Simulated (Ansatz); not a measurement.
**Lattice dynamics of PtC (model cell, started as wurtzite)**

Task: relax PtC (model cell, started as wurtzite), then find its harmonic phonons.

Calculated with Ansatz 0.2.0; DFT LDA, scalar-relativistic, plane waves, PAW.

The structure was built from a prototype and need not be the compound's stable phase.

**1. Set-up**

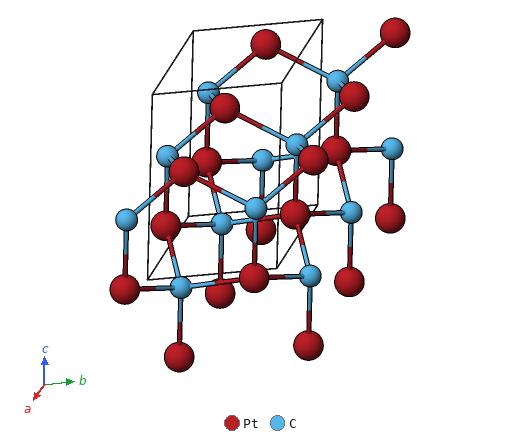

The cell as given, slightly off an axis (platinum red, carbon blue). 3×2×1 cells are drawn. Some periodic images of atoms are drawn too.

As a file:

```cif
data_structure
_symmetry_space_group_name_H-M 'P6_3mc'
_symmetry_Int_Tables_number 186
_cell_length_a 3.2619
_cell_length_b 3.2619
_cell_length_c 5.3267
_cell_angle_alpha 90.000
_cell_angle_beta 90.000
_cell_angle_gamma 120.000
_cell_volume 49.08
loop_
_atom_site_label
_atom_site_type_symbol
_atom_site_symmetry_multiplicity
_atom_site_Wyckoff_symbol
_atom_site_fract_x
_atom_site_fract_y
_atom_site_fract_z
_atom_site_occupancy
Pt1 Pt 2 b 0.33333 0.66667 0.00000 1
C1 C 2 b 0.33333 0.66667 0.37500 1
```

**2. Relaxation**

Harmonic phonons are second derivatives at a point where the forces vanish, and they are wanted at zero stress, so atoms and cell are relaxed first.

Contents of input.yaml:

```yaml
crystal:
  lattice:
    - [3.2619, 0.0, 0.0]
    - [-1.63095, 2.82489, 0.0]
    - [0.0, 0.0, 5.32669]
  atoms:
    - { symbol: Pt, position: [0.333333, 0.666667, 0.0] }
    - { symbol: Pt, position: [0.666667, 0.333333, 0.5] }
    - { symbol: C, position: [0.333333, 0.666667, 0.375] }
    - { symbol: C, position: [0.666667, 0.333333, 0.875] }
kpoints:
  mp_grid: { grid: [15, 15, 8] }
hamiltonian:
  xc: lda
scf:
  occupations: { method: gaussian, width: 0.1 }
output:
  forces: true
  stress: true
  eigenvalues: true
  write_density: true
  write_potential: true
  elf: true
  volumetric_format: npy
relax:
  adjacent_minimum: "off"
  f_tol: 0.005
  max_steps: 80
  cell: { stress_tol: 0.05 }
```

Command:

```bash
$ ansatz run input.yaml --threads 4 --pin off --max-ram 7168MiB --backend cpu --events-out ev --progress --plain --runs-dir out
```

Numbers of over 12 decimals in the logs are rounded to 6 here.

What it wrote:

```text
Warning: the atoms were moved onto the symmetric positions of the space group found under crystal.symmetry.tolerance 1.0e-5 (fractional; no operation is sought that the atoms, as they stand in a round, miss by more than twice it, and no atom is moved by as much as it), and the run uses the moved positions. Before a round's move an operation carried an atom to 3.26e-6 Å from where it should land, the largest such dist [...]
Engine: ansatz 0.2.0, aarch64-unknown-linux-gnu
Pseudopotentials: kind: paw
Pseudopotential: Pt, paw, valence charge 18, recommended cutoff 420 eV (normal), Pt.paw.azcp
Pseudopotential: C, paw, valence charge 4, recommended cutoff 420 eV (normal), C.paw.azcp
Functional definition: SPW92
  exchange = slater_x
  correlation = pw_c
Crystal: 4 atoms, lattice volume = 49.083 Å³
Basis set: ecut = 420 eV, 989 PW (Γ)
Bands: 27, of which v1, the nominal top of the filled ones, is band 22 counted from 1 (21 counted from 0)
Symmetry: 12 space group operations
Space group: P63mc (ITA 186), of the structure as read, at distance tolerance 3.7e-5 Å
k-points: 135 of 1800 (time reversal used)
Non-local potential: Pt, projectors of the file, l = 0: 3, l = 1: 2, l = 2: 2, l = 3: 1
Non-local potential: C, projectors of the file, l = 0: 2, l = 1: 2, l = 2: 1
PAW form: soft (Blöchl's): semilocal exchange-correlation on the pseudo side does not see the compensation charge
PAW frozen core: Pt, regenerated for the run's functional, and the local potential with it (the file was generated under x = pbe(κ = 0.804, μ = 0.219515), c = pbe(β = 0.066725))
PAW frozen core: C, regenerated for the run's functional, and the local potential with it (the file was generated under x = pbe(κ = 0.804, μ = 0.219515), c = pbe(β = 0.066725))
PAW one-centre angular grid: Pt, 590 points (default); XC on 64 Gauss nodes
PAW one-centre angular grid: C, 110 points (default); XC on 64 Gauss nodes
Initial density: superposition of atomic densities (neutral atoms: chi_scale 0, normalization atom), corrected by the library's trained network
Initial wavefunctions: pseudopotential atomic-orbital guess
Functional: x = slater, c = lda
SCF iter   1: F=—  HF=-24972.000768 eV  |F-HF|=—  |Δ(HF+E_count)|=         —  Δρ=1.07e-2  dr2=3.58e-2  ethr=1.77e-3  ⟨swp⟩=5.4  Hψ=14267  notcnv=0
preconditioner: auto → Kerker (q_TF=auto, 2.679 Å⁻¹)  [metal: Δε(μ)=0.013 eV  Ē_g=9.150 eV  σ=0.100 eV  W_gap=0.07  n_scr=22 (ndim 8)  ℏωp=28.0 eV  f_vac=0.001  D(μ)=2.09/eV (n_scr^D=22)]
SCF iter   2: F=—  HF=-24971.992538 eV  |F-HF|=—  |Δ(HF+E_count)|=   8.23e-3  Δρ=5.34e-3  dr2=8.78e-3  ethr=8.15e-5  ⟨swp⟩=1.8  Hψ=5891  notcnv=0
SCF iter   3: F=—  HF=-24971.989722 eV  |F-HF|=—  |Δ(HF+E_count)|=   2.82e-3  Δρ=8.36e-4  dr2=3.61e-4  ethr=1.99e-5  ⟨swp⟩=2.0  Hψ=5171  notcnv=0
SCF iter   4: F=—  HF=-24971.989645 eV  |F-HF|=—  |Δ(HF+E_count)|=   7.66e-5  Δρ=2.12e-4  dr2=2.63e-5  ethr=8.21e-7  ⟨swp⟩=2.1  Hψ=5061  notcnv=0
SCF iter   5: F=—  HF=-24971.989643 eV  |F-HF|=—  |Δ(HF+E_count)|=   2.84e-6  Δρ=5.34e-5  dr2=1.49e-6  ethr=5.97e-8  ⟨swp⟩=2.1  Hψ=5353  notcnv=0
SCF iter   6: F=-24971.989643 eV  HF=-24971.989643 eV  |F-HF|=1.47e-8  |Δ(HF+E_count)|=   2.93e-8  Δρ=1.25e-5  dr2=6.75e-8  ethr=2.27e-10  ⟨swp⟩=8.5  Hψ=24520  notcnv=0
the search or the solves at the SCF's close seem to have found levels that the self-consistency loop had missed (the run counts 1). By its estimate they hold under 1e-12 electrons; where the run keeps them, the occupations were computed again with them
SCF 1 converged in 6 iterations: F = -24971.989643 eV  dr2 = 6.75e-8
  greatest PAW one-centre occupation: 1.000 electrons in one spin orbital (limit 2), on the Pt atom at site 1 (counted from 0), in its partial waves of l = 0
relax step   1: F+E_penalty+E_count = -24971.98964263 eV  Δ(F+E_penalty+E_count) = +0.000e0 eV  max|allowed force component| = 7.916e-3 eV/Å  Δτ_max = 0.0000 Å  P = +6.663 GPa  Ω = 49.083 Å³  (6 SCF iters, dr2 threshold 1.00e-7 eV, accepted)
Crystal: 4 atoms, lattice volume = 50.337 Å³
Basis set: ecut = 420 eV, 991 PW (Γ)
Initial density: handed on by an earlier stage of this run
Initial wavefunctions: those handed on with the density
iter 1 solved again at ethr=1.08e-4 eV; its pass at ethr=3.10e-3 eV (dr2=4.77e-2 eV) is discarded
SCF iter   1: F=—  HF=-24972.105966 eV  |F-HF|=—  |Δ(HF+E_count)|=         —  Δρ=1.15e-2  dr2=4.83e-2  ethr=1.08e-4  ⟨swp⟩=1.0  Hψ=17322  notcnv=0
preconditioner: auto → Kerker (q_TF=auto, 2.668 Å⁻¹)  [metal: Δε(μ)=0.011 eV  Ē_g=8.968 eV  σ=0.100 eV  W_gap=0.06  n_scr=22 (ndim 8)  ℏωp=27.7 eV  f_vac=0.000  D(μ)=1.98/eV (n_scr^D=22)]
SCF iter   2: F=—  HF=-24972.097370 eV  |F-HF|=—  |Δ(HF+E_count)|=   8.60e-3  Δρ=6.07e-3  dr2=1.38e-2  ethr=1.08e-4  ⟨swp⟩=1.0  Hψ=3645  notcnv=0
SCF iter   3: F=—  HF=-24972.093503 eV  |F-HF|=—  |Δ(HF+E_count)|=   3.87e-3  Δρ=5.55e-4  dr2=1.20e-4  ethr=3.15e-5  ⟨swp⟩=2.0  Hψ=5218  notcnv=0
SCF iter   4: F=—  HF=-24972.093482 eV  |F-HF|=—  |Δ(HF+E_count)|=   2.03e-5  Δρ=1.20e-4  dr2=4.23e-6  ethr=2.72e-7  ⟨swp⟩=2.1  Hψ=5577  notcnv=0
iter 5 did not close the SCF: its close was put off for the readings that it lacked (scf_convergence_deferred on its scf_iter line)
SCF iter   5: F=-24972.093482 eV  HF=-24972.093483 eV  |F-HF|=1.14e-7  |Δ(HF+E_count)|=   1.17e-7  Δρ=2.63e-5  dr2=3.61e-7  ethr=9.61e-9  ⟨swp⟩=2.1  Hψ=6367  notcnv=0
SCF iter   6: F=-24972.093483 eV  HF=-24972.093483 eV  |F-HF|=7.49e-9  |Δ(HF+E_count)|=   3.14e-8  Δρ=7.62e-6  dr2=2.85e-8  ethr=8.20e-10  ⟨swp⟩=6.0  Hψ=23507  notcnv=0
SCF 2 converged in 6 iterations: F = -24972.093483 eV  dr2 = 2.85e-8
relax step   2: F+E_penalty+E_count = -24972.09348257 eV  Δ(F+E_penalty+E_count) = -1.038e-1 eV  max|allowed force component| = 1.145e-1 eV/Å  Δτ_max = 0.0232 Å  P = -0.982 GPa  Ω = 50.337 Å³  energy of the carried Pulay correction = -2.305e-3 eV  (6 SCF iters, dr2 threshold 4.00e-7 eV, accepted)
Crystal: 4 atoms, lattice volume = 49.993 Å³
Basis set: ecut = 420 eV, 931 PW (Γ)
iter 1 solved again at ethr=4.92e-5 eV; its pass at ethr=3.10e-3 eV (dr2=2.17e-2 eV) is discarded
SCF iter   1: F=—  HF=-24972.136615 eV  |F-HF|=—  |Δ(HF+E_count)|=         —  Δρ=1.23e-2  dr2=2.17e-2  ethr=4.92e-5  ⟨swp⟩=1.1  Hψ=19657  notcnv=0
preconditioner: auto → Kerker (q_TF=auto, 2.671 Å⁻¹)  [metal: Δε(μ)=0.003 eV  Ē_g=8.954 eV  σ=0.100 eV  W_gap=0.02  n_scr=22 (ndim 8)  ℏωp=27.8 eV  f_vac=0.000  D(μ)=2.00/eV (n_scr^D=22)]
SCF iter   2: F=—  HF=-24972.132055 eV  |F-HF|=—  |Δ(HF+E_count)|=   4.56e-3  Δρ=6.59e-3  dr2=7.22e-3  ethr=4.92e-5  ⟨swp⟩=1.0  Hψ=3645  notcnv=0
[...]
[... from here on, the SCF cycles and remarks between the steps are left out ...]
relax step   4: F+E_penalty+E_count = -24972.14753448 eV  Δ(F+E_penalty+E_count) = -1.780e-2 eV  max|allowed force component| = 2.023e-1 eV/Å  Δτ_max = 0.0151 Å  P = -0.053 GPa  Ω = 49.875 Å³  energy of the carried Pulay correction = -1.463e-3 eV  (6 SCF iters, dr2 threshold 4.00e-7 eV, accepted)
relax step   5: F+E_penalty+E_count = -24972.15195140 eV  Δ(F+E_penalty+E_count) = -4.417e-3 eV  max|allowed force component| = 2.354e-2 eV/Å  Δτ_max = 0.0044 Å  P = +0.196 GPa  Ω = 49.859 Å³  energy of the carried Pulay correction = -1.433e-3 eV  (6 SCF iters, dr2 threshold 4.00e-7 eV, accepted)
relax step   6: F+E_penalty+E_count = -24972.15212216 eV  Δ(F+E_penalty+E_count) = -1.708e-4 eV  max|allowed force component| = 1.226e-3 eV/Å  Δτ_max = 0.0006 Å  P = -0.024 GPa  Ω = 49.912 Å³  energy of the carried Pulay correction = -1.530e-3 eV  (6 SCF iters, dr2 threshold 4.00e-7 eV, accepted)
relax step   7: F+E_penalty+E_count = -24972.15218086 eV  Δ(F+E_penalty+E_count) = -5.870e-5 eV  max|allowed force component| = 7.191e-4 eV/Å  Δτ_max = 0.0004 Å  P = -0.002 GPa  Ω = 49.901 Å³  energy of the carried Pulay correction = -1.510e-3 eV  (6 SCF iters, accepted)
relax step   8: F+E_penalty+E_count = -24972.15954885 eV  Δ(F+E_penalty+E_count) = -7.368e-3 eV  max|allowed force component| = 2.173e-3 eV/Å  Δτ_max = 0.0000 Å  P = +0.169 GPa  Ω = 49.901 Å³  stress off target by 5.64e-1 GPa  SCF on the basis re-selected at this cell (its energy is not comparable with the rows above)  (6 SCF iters)
relax step   9: F+E_penalty+E_count = -24972.15960562 eV  Δ(F+E_penalty+E_count) = -5.677e-5 eV  max|allowed force component| = 5.215e-3 eV/Å  Δτ_max = 0.0005 Å  P = -0.224 GPa  Ω = 49.972 Å³  energy of the carried Pulay correction = -1.375e-4 eV  (6 SCF iters, dr2 threshold 4.00e-7 eV, accepted)
relax step  10: F+E_penalty+E_count = -24972.15973392 eV  Δ(F+E_penalty+E_count) = -1.283e-4 eV  max|allowed force component| = 1.080e-3 eV/Å  Δτ_max = 0.0003 Å  P = +0.004 GPa  Ω = 49.922 Å³  energy of the carried Pulay correction = -4.695e-5 eV  (6 SCF iters, dr2 threshold 1.79e-7 eV, accepted)
iter 1 solved again at ethr=9.51e-8 eV; its pass at ethr=3.10e-3 eV (dr2=4.18e-5 eV) is discarded
SCF iter   1: F=—  HF=-24972.159793 eV  |F-HF|=—  |Δ(HF+E_count)|=         —  Δρ=1.01e-5  dr2=5.30e-9  ethr=9.51e-8  ⟨swp⟩=3.0  Hψ=23012  notcnv=0
eigensolver tolerance schedule: the retry pair's looser diagonalisation over-reported the residual by 7899.71 of it (diagonalisation noise at 0.32 of the residual, at the tolerance the schedule requests for it); recorded, not acted on — ethr = c·dr2/N_el stays at c = 1.0e-1
preconditioner: auto → Kerker (q_TF=auto, 2.671 Å⁻¹)  [metal: Δε(μ)=0.011 eV  Ē_g=9.004 eV  σ=0.100 eV  W_gap=0.06  n_scr=22 (ndim 8)  ℏωp=27.8 eV  f_vac=0.000  D(μ)=1.75/eV (n_scr^D=10)]
SCF iter   2: F=—  HF=-24972.159792 eV  |F-HF|=—  |Δ(HF+E_count)|=   1.18e-6  Δρ=5.33e-6  dr2=1.46e-9  ethr=1.20e-11  ⟨swp⟩=3.0  Hψ=8338  notcnv=0
iter 3 did not close the SCF: its close was put off for the readings that it lacked (scf_convergence_deferred on its scf_iter line)
SCF iter   3: F=-24972.159792 eV  HF=-24972.159792 eV  |F-HF|=7.28e-12  |Δ(HF+E_count)|=   2.66e-9  Δρ=3.33e-7  dr2=1.39e-11  ethr=3.31e-12  ⟨swp⟩=2.1  Hψ=5320  notcnv=0
iter 4 did not close the SCF: its close was put off for the readings that it lacked (scf_convergence_deferred on its scf_iter line)
SCF iter   4: F=-24972.159792 eV  HF=-24972.159792 eV  |F-HF|=3.64e-12  |Δ(HF+E_count)|=  3.64e-12  Δρ=9.66e-8  dr2=2.15e-12  ethr=1.00e-12  ⟨swp⟩=1.0  Hψ=3645  notcnv=0
iter 5 did not close the SCF: its close was put off for the readings that it lacked (scf_convergence_deferred on its scf_iter line)
SCF iter   5: F=-24972.159792 eV  HF=-24972.159792 eV  |F-HF|=1.09e-11  |Δ(HF+E_count)|=  3.64e-12  Δρ=1.27e-8  dr2=7.49e-14  ethr=1.00e-12  ⟨swp⟩=1.0  Hψ=3645  notcnv=0
iter 6 did not close the SCF: its close was put off for the readings that it lacked (scf_convergence_deferred on its scf_iter line)
SCF iter   6: F=-24972.159792 eV  HF=-24972.159792 eV  |F-HF|=3.64e-12  |Δ(HF+E_count)|=  7.28e-12  Δρ=3.64e-9  dr2=7.10e-15  ethr=1.00e-12  ⟨swp⟩=1.0  Hψ=3645  notcnv=0
SCF iter   7: F=-24972.159792 eV  HF=-24972.159792 eV  |F-HF|=7.28e-12  |Δ(HF+E_count)|=  7.28e-12  Δρ=1.04e-9  dr2=4.52e-16  ethr=1.00e-12  ⟨swp⟩=2.0  Hψ=10381  notcnv=0
SCF 11 converged in 7 iterations: F = -24972.159792 eV  dr2 = 4.52e-16
relax step  11: F+E_penalty+E_count = -24972.15979168 eV  Δ(F+E_penalty+E_count) = -5.776e-5 eV  max|allowed force component| = 1.038e-3 eV/Å  Δτ_max = 0.0000 Å  P = +0.003 GPa  Ω = 49.922 Å³  stress off target by 1.40e-2 GPa  SCF on the basis re-selected at this cell (its energy is not comparable with the rows above)  (7 SCF iters)
basis re-selected at this cell: Δ(F+E_penalty+E_count) = -5.776e-5 eV, ΔP = -0.001 GPa vs the last step (what re-selecting the basis moved, of the pressure what is left beyond the Pulay correction that the steps carried, after the strain that the cell walked since its last selection, with what the two solves' SCF thresholds leave and, on support functions, any second-order correction that the steps lacked; it is no m [...]
SCF converged after 7 iterations
Free energy (F): -24972.159792 eV
Harris-Foulkes:  -24972.159792 eV  (|F-HF|=7.28e-12)
Internal energy: -24972.151023 eV  (E = F + TS)
E sigma→0 (E₀):  -24972.155408 eV
Entropy (-TS):   -0.008768 eV (-2.192 meV/atom)
Fermi energy:    17.024636 eV
--- Per-component energies (eV) ---
  E_band       = -471.343863
  E_kinetic    = 1448.603854
  E_local      = -4029.021796  (includes V_loc(G=0)·N_el)
  E_nonlocal   = 467.355853
  E_hartree    = 1484.376396
  E_xc         = -615.279019
  E_vxc        = -722.860841  (∫ρ·V_xc dr)
  E_paw        = -18537.297827  (= ΣΔE_a)
  E_vpaw       = -604.174133  (= ΣTr[D̂ρ^β])
  E_aug_tail   = 0.000408  (compensation charges beyond the density's cutoff)
  E_ewald      = -5191.942297
  E_core_change = 1.053404  (= ΣΔE_core)
  E_smearing   = -0.008768  (= −TS)
  E_closure    = -0.000000  (closes the sum)
  Σ components = -24972.159792   (vs F -24972.159792, Δ=0.00e0)
--- Forces (eV/Å), atoms counted from 1 ---
  atom   1  Pt     0.00000000    -0.00000000    -0.00103811
  atom   2  Pt    -0.00000000    -0.00000000    -0.00103811
  atom   3  C     -0.00000000     0.00000000     0.00103796
  atom   4  C     -0.00000000    -0.00000000     0.00103796
  max |Σ_I F_I| component: 2.90e-7 eV/Å
--- Stress (GPa, compression-positive) ---
       -0.002253      -0.000000      -0.000000
       -0.000000      -0.002253      -0.000000
       -0.000000      -0.000000       0.013997
  P = ⅓ Tr σ = 0.0032 GPa (0.032 kbar)
--- Band table (eV; the first three rows and the last of 135) ---
  k-point 0: bands = [... 18 lower, 13.5799, 13.5799, 14.2353, 19.7274, 19.7546, 19.7546, 21.6550, 22.0077, ... 1 higher]
  k-point 1: bands = [... 18 lower, 13.5551, 13.5551, 14.5538, 19.6616, 19.8197, 19.8197, 21.6566, 21.8970, ... 1 higher]
  k-point 2: bands = [... 18 lower, 13.4803, 13.4803, 15.3796, 19.3636, 20.0141, 20.0141, 21.5975, 21.5975, ... 1 higher]
  k-point 134: bands = [... 18 lower, 13.9776, 13.9776, 15.5936, 15.5936, 16.6762, 16.6762, 18.6084, 18.6084, ... 1 higher]
--- Relaxed structure (9 steps of the walk, 9 accepted, 2 SCFs on fresh bases) ---
  F+E_penalty+E_count = -24972.15979168 eV   max|allowed force component| = 1.038e-3 eV/Å   (the final SCF, on the basis selected at the relaxed cell)
  cell:  # Å, volume = 49.9223 Å³
    - [3.159242, 0, 9.561866979800267e-18]
    - [-1.579621, 2.735984, -4.780933489900127e-18]
    - [1.5614545380891995e-17, 0, 5.775619]
  atoms:
    - { symbol: Pt, position: [0.333333, 0.666667, 0.00737336] }
    - { symbol: Pt, position: [0.666667, 0.333333, 0.507373] }
    - { symbol: C, position: [0.333333, 0.666667, 0.367627] }
    - { symbol: C, position: [0.666667, 0.333333, 0.867627] }
```

The job ended after 2.3 min (4 threads of Arm Neoverse N1, shared host; peak memory 0.5 GiB; 5.7 min of CPU time).

Step by step:

```csv
step,energy less that of the first step (eV),largest force component (eV/Å),pressure (GPa),volume (Å³)
1,0.0000,0.0079,6.66,49.08
2,-0.1038,0.1145,-0.98,50.34
3,-0.1401,0.5273,-1.65,49.99
4,-0.1579,0.2023,-0.05,49.87
5,-0.1623,0.0235,0.20,49.86
6,-0.1625,0.0012,-0.02,49.91
7,-0.1625,0.0007,0.00,49.90
8*,-0.1699,0.0022,0.17,49.90
9,-0.1700,0.0052,-0.22,49.97
10,-0.1701,0.0011,0.00,49.92
11*,-0.1701,0.0010,0.00,49.92
```

Relaxation steps marked * repeat the geometry before them on a plane-wave basis chosen anew for their cell, so energy and pressure can jump there.

Forces are held to the 12 operations that the run works with; a distortion that breaks them can't arise in this run.

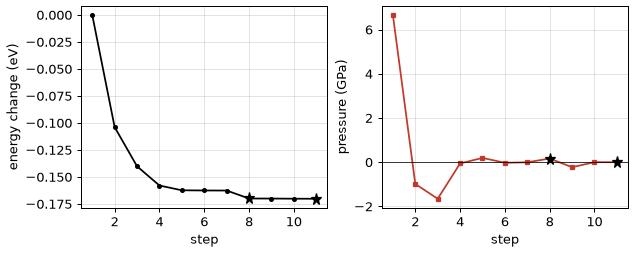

Energy and pressure along the relaxation. Stars mark steps on a basis chosen anew.

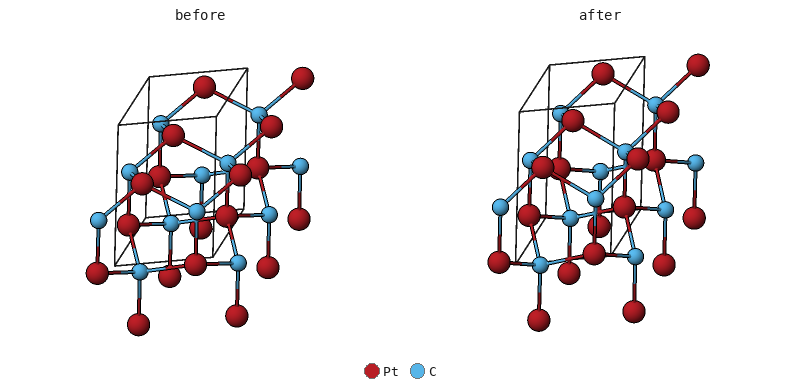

Before and after, at one scale.

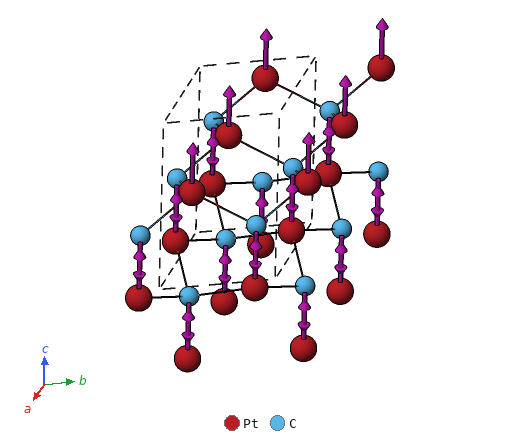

Displacements in the relaxation, exaggerated, measured against the changing cell; the longest in the cell stands for 0.04 Å. 3×2×1 cells are drawn. Some periodic images of atoms are drawn too.

```
conventional cell, symmetrised  before  after  change
                         a (Å)   3.262  3.159  -3.1 %
                         b (Å)   3.262  3.159  -3.1 %
                         c (Å)   5.327  5.776  +8.4 %
              volume (Å³/atom)   12.27  12.48  +1.7 %
```

The atoms that moved most (Å, as changes of fractional coordinates times the final cell):

| atom | dx | dy | dz | length |
| --- | --- | --- | --- | --- |
| C4 | 0.000 | 0.000 | -0.043 | 0.043 |
| Pt1 | 0.000 | 0.000 | 0.043 | 0.043 |
| Pt2 | 0.000 | 0.000 | 0.043 | 0.043 |
| C3 | 0.000 | 0.000 | -0.043 | 0.043 |

The relaxed structure:

```cif
data_structure
_symmetry_space_group_name_H-M 'P 1'
_symmetry_Int_Tables_number 1
_cell_length_a 3.1592
_cell_length_b 3.1592
_cell_length_c 5.7756
_cell_angle_alpha 90.000
_cell_angle_beta 90.000
_cell_angle_gamma 120.000
_cell_volume 49.92
loop_
_atom_site_label
_atom_site_type_symbol
_atom_site_fract_x
_atom_site_fract_y
_atom_site_fract_z
_atom_site_occupancy
Pt1 Pt 0.33333 0.66667 0.00737 1
Pt2 Pt 0.66667 0.33333 0.50737 1
C3 C 0.33333 0.66667 0.36763 1
C4 C 0.66667 0.33333 0.86763 1
```

This step gave:

| Property | Result |
| --- | --- |
| pressure | 0.003164 GPa |
| volume per atom | 12.48 Å³ |
| gap on the k-mesh | 0 eV |

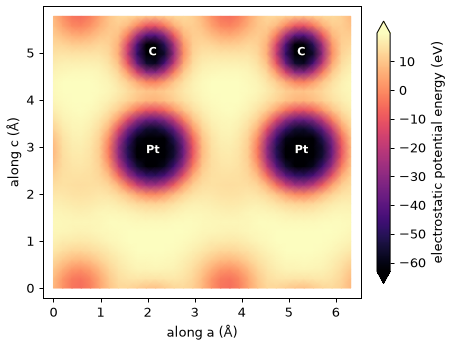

Electrostatic potential energy in the ac plane at fractional y = 0.333, with atoms of Pt and C within 0.2 Å of it. With pseudopotentials it is smooth inside the atoms' cores, unlike the true potential.

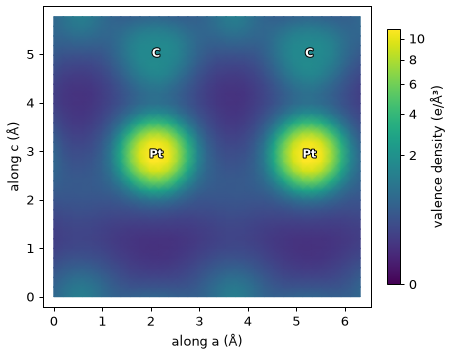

Valence density in the ac plane at fractional y = 0.333, with atoms of Pt and C within 0.2 Å of it. It is the smooth field of the valence electrons, not physical close to the nuclei. The colour scale is stretched toward low values.

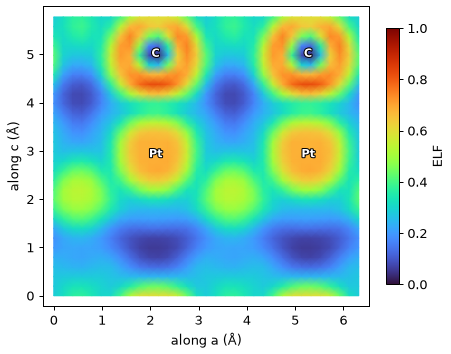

ELF in the ac plane at fractional y = 0.333, with atoms of Pt and C within 0.2 Å of it. It is the smooth field of the valence electrons, not physical close to the nuclei.

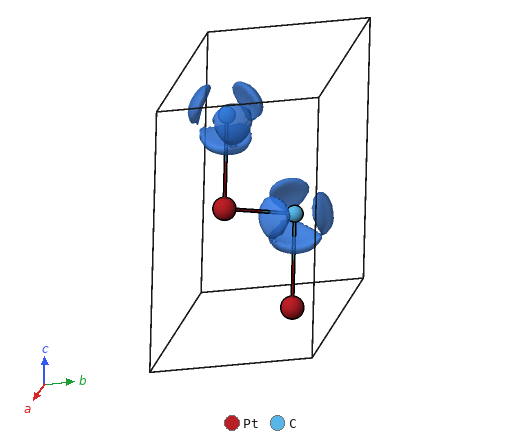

Surface of ELF = 0.74.

In this step the volume went from 12.27 to 12.48 Å³/atom.

(Continued in part 2 of 2.)

[Logs are printed without paths, hosts, clocks, repeated set-up lines and the standing remarks that a program may print on its own settings, such as how far it seeks lower states.]

[Hosts, paths, dates, database ids (printed as entryN), source tags and the programs' standing remarks are cut or masked in the printed files.]
